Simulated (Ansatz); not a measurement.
A series of calculations on CH6FGe

**1. Relaxation**

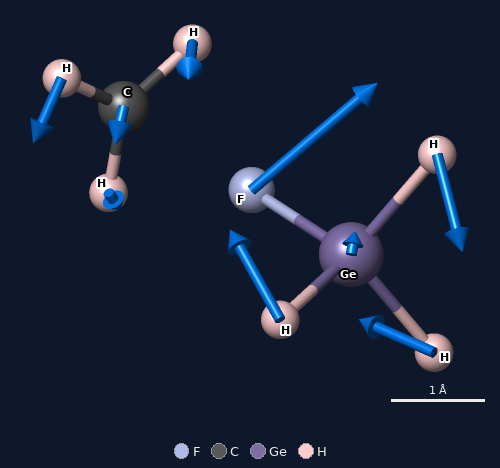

This is a relaxation of CH6FGe (multiplicity 2) (started from a transition state, displaced along its imaginary mode). The starting structure is drawn; blue arrows show the displacements, at their true length. The two geometries are superimposed by the best rigid fit.

The picture is a ball-and-stick view, seen from a free direction.

The calculation used UKS PBE0-D4/def2-TZVP in Ansatz 0.2.0.

Input
```yaml
crystal:
  periodic: [false, false, false]
  atoms:
    - {symbol: F, position_ang: [0.015080, -0.018885, 0.039760]}
    - {symbol: C, position_ang: [-0.730855, 0.898222, -1.782303]}
    - {symbol: Ge, position_ang: [0.596781, -0.733961, 1.453393]}
    - {symbol: H, position_ang: [-0.440295, 1.882558, -1.464102]}
    - {symbol: H, position_ang: [-0.070345, 0.320490, -2.399285]}
    - {symbol: H, position_ang: [-1.732540, 0.554937, -1.603116]}
    - {symbol: H, position_ang: [2.136784, -0.960161, 1.369050]}
    - {symbol: H, position_ang: [0.308276, 0.172179, 2.688323]}
    - {symbol: H, position_ang: [-0.082886, -2.115380, 1.698181]}
basis:
  gaussian: {orbitals: def2-TZVP}
magnetization: {spin_polarized: true, initial_magnetization: 1}
hamiltonian: {xc: pbe0, dispersion: d4}
relax: {f_tol: 0.005, max_steps: 200}
```

Launched with:
```bash
ansatz run in.yaml --threads 8 --pin off --events-out ev --progress --plain --max-ram 19148MiB
```

> Which element moves most?

Fluorine: up to 1.84 Å, against 1.23 Å for hydrogen.

> Describe the change and its energy.

After 73 accepted moves (91 points after the start) the energy has fallen by 60.1 kJ/mol. Largest force component: 2.4 eV/Å at the start, 0.0048 eV/Å at the end. The line search rejected the trial steps at points 4, 7, 12, 15, 18, 27, 34, 35 and more of the run. The forces were under the threshold at step 13, but the run went on from there. The atom that moves furthest after the best rigid fit is F1 (1.84 Å). By element the largest moves are F 1.84 Å, H 1.23 Å, C 0.44 Å, Ge 0.27 Å. Among the contacts that change: F1–Ge3 1.688 → 1.745 Å, Ge3–H7 1.559 → 1.535 Å, C2–H4 1.075 → 1.081 Å. Bond angles that change, for instance: F1–Ge3–H7 110.9° → 105.4°, H8–Ge3–H9 108.1° → 112.9°, H7–Ge3–H8 108.1° → 112.4°. Cost: 2 min on 8 threads of Arm Neoverse V1, with other jobs on the host.

**2. Relaxation**

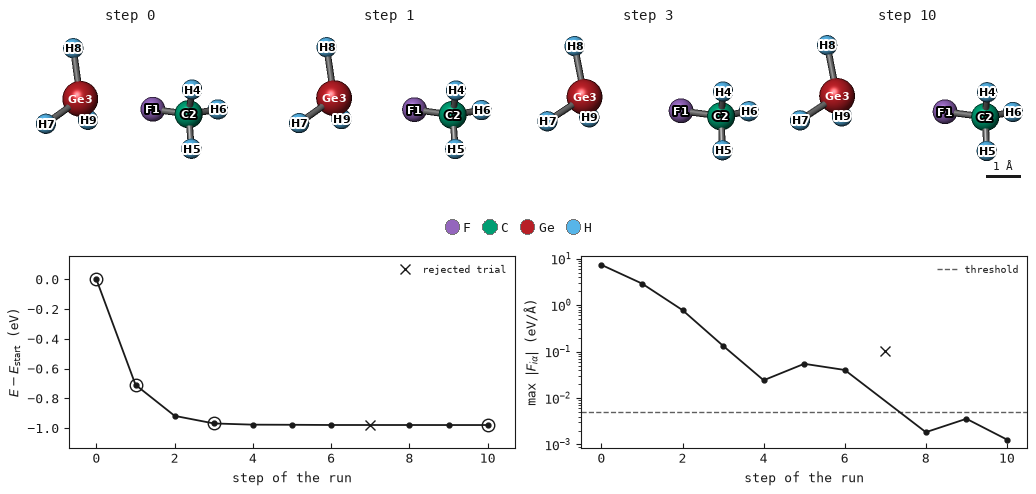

Frames of a relaxation of CH$_{6}$FGe (multiplicity 2) (started from a transition state, displaced along its imaginary mode), marked on the history of the run. The picture is a ball-and-stick view, seen at a tilt.

All numbers below come from Ansatz 0.2.0, UKS PBE0-D4/def2-TZVP. Set-up: force threshold 0.005 eV/Å; at most 200 steps.

Question: Describe the path.

Answer: The largest moves after the best rigid fit, 0.79 Å, are those of H7, H8 and H9. Largest moves by element: H 0.79 Å, Ge 0.69 Å, C 0.67 Å, F 0.52 Å. Near-neighbour distances that change, for instance: F1–Ge3 2.488 → 3.701 Å, F1–C2 1.228 → 1.377 Å, C2–H4 1.117 → 1.092 Å, Ge3–H7 1.521 → 1.541 Å. Among the angles between lasting bonds that change: H7–Ge3–H8 113.8° → 110.7°, H4–C2–H5 107.7° → 109.9°, F1–C2–H4 111.2° → 109.1°. Over 9 accepted moves (10 points after the start) the energy falls by 0.978 eV. Largest force component: 7.4 eV/Å at the start, 0.0013 eV/Å at the end. The line search rejected the trial step at point 7 of the run. The run took 15 s on 8 threads of Arm Neoverse V1, with other jobs on the host. From step 0 to 1: H atoms move most (0.19 Å), energy −0.709 eV. From step 1 to 3: H atoms move most (0.38 Å), energy −0.259 eV. From step 3 to 10: Ge and H atoms move most (0.22 Å), energy −0.011 eV.

```json
{"step": "0", "E − E(0), eV": "0.0000", "largest force component, eV/Å": "7.3676", "note": ""}
{"step": "1", "E − E(0), eV": "-0.7085", "largest force component, eV/Å": "2.9204", "note": ""}
{"step": "2", "E − E(0), eV": "-0.9168", "largest force component, eV/Å": "0.7813", "note": ""}
{"step": "3", "E − E(0), eV": "-0.9676", "largest force component, eV/Å": "0.1333", "note": ""}
{"step": "4", "E − E(0), eV": "-0.9759", "largest force component, eV/Å": "0.0242", "note": ""}
{"step": "5", "E − E(0), eV": "-0.9767", "largest force component, eV/Å": "0.0546", "note": ""}
{"step": "6", "E − E(0), eV": "-0.9781", "largest force component, eV/Å": "0.0402", "note": ""}
{"step": "7", "E − E(0), eV": "-0.9780", "largest force component, eV/Å": "0.1010", "note": "rejected"}
{"step": "8", "E − E(0), eV": "-0.9782", "largest force component, eV/Å": "0.0018", "note": ""}
{"step": "9", "E − E(0), eV": "-0.9784", "largest force component, eV/Å": "0.0036", "note": ""}
{"step": "10", "E − E(0), eV": "-0.9784", "largest force component, eV/Å": "0.0013", "note": ""}
```

Limits of the set-up: the start holds two separate molecules, 2.5 Å apart at their closest, whose relative position is a soft coordinate.

**3. Reaction**

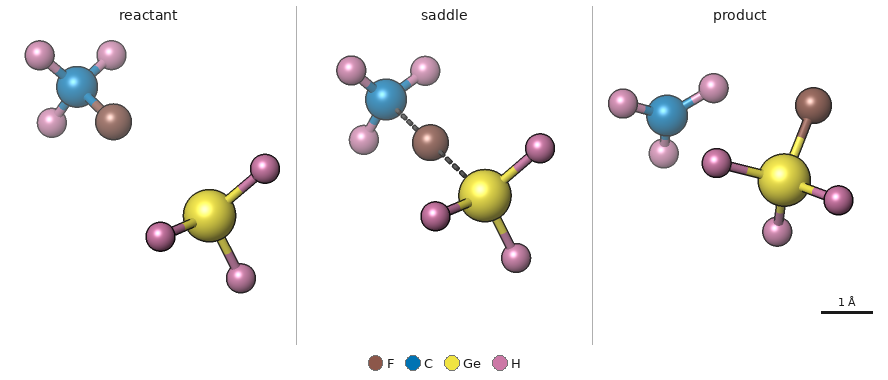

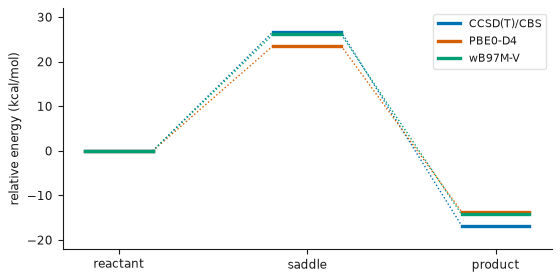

A reaction step of CH6FGe (multiplicity 2), with its energy diagram. The picture is a ball-and-stick view, seen from a free direction. Dashed sticks mark bonds that form or break.

Stationary points at PBE0-D4/def2-TZVP, single-point energies with CCSD(T)/CBS, PBE0-D4, wB97M-V (def2-TZVPP where no basis is named; Ansatz 0.2.0). The energies are electronic, without zero-point or thermal terms, and both ends are the relaxed geometries reached downhill from the saddle, with any fragments still in contact. CCSD(T)/CBS stands for a frozen-core estimate: MP2 correlation extrapolated from def2-TZVPP and def2-QZVPP, CCSD(T) minus MP2 from the smaller set.

Question: Describe the step and its energetics.

Answer: Counted by bonded pieces, the reactant holds CH₃F + GeH₃ and the product holds CH₃ + GeH₃F. From the reactant over the saddle to the product, a bond forms: F–Ge (3.70 → 2.09 → 1.75 Å). A bond breaks: C–F (1.38 → 1.70 → 3.39 Å). The saddle has one imaginary mode, 784i cm⁻¹. The end the reactant keeps a soft imaginary mode of 74i cm⁻¹, so it isn't quite a minimum. With CCSD(T)/CBS the barrier is 26.8 kcal/mol from the reactant and 43.6 kcal/mol from the product, and the product lies 16.8 kcal/mol below the reactant.

| level | barrier from the reactant (kcal/mol) | barrier from the product (kcal/mol) | the product less the reactant (kcal/mol) |
| --- | --- | --- | --- |
| CCSD(T)/CBS | 26.8 | 43.6 | −16.8 |
| PBE0-D4 | 23.6 | 37.2 | −13.6 |
| wB97M-V | 26.2 | 40.4 | −14.2 |

Against CCSD(T)/CBS, wB97M-V comes closest on the barrier from the reactant (−0.6 kcal/mol) and PBE0-D4 misses most (−3.2 kcal/mol).

Limits of the set-up: the start holds two separate molecules, 3.7 Å apart at their closest, whose relative position is a soft coordinate.
